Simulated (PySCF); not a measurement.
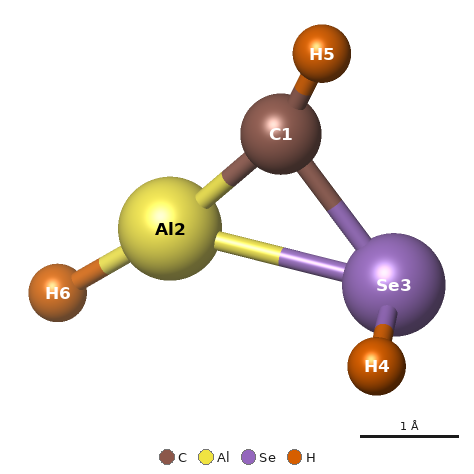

Numbered structure. The geometry was computed by an optimisation with PBE0-D4/def2-TZVP. No frequency run is at hand to confirm it as a minimum.

Give these bond angles: Al2–C1–Se3, Al2–C1–H5, Se3–C1–H5, C1–Al2–Se3, C1–Al2–H6, Se3–Al2–H6, C1–Se3–Al2, C1–Se3–H4, Al2–Se3–H4.

```
     angle  degrees
Al2–C1–Se3     82.7
 Al2–C1–H5    160.7
 Se3–C1–H5    116.6
C1–Al2–Se3     51.9
 C1–Al2–H6    170.9
Se3–Al2–H6    137.2
C1–Se3–Al2     45.5
 C1–Se3–H4    104.9
Al2–Se3–H4    104.2
```
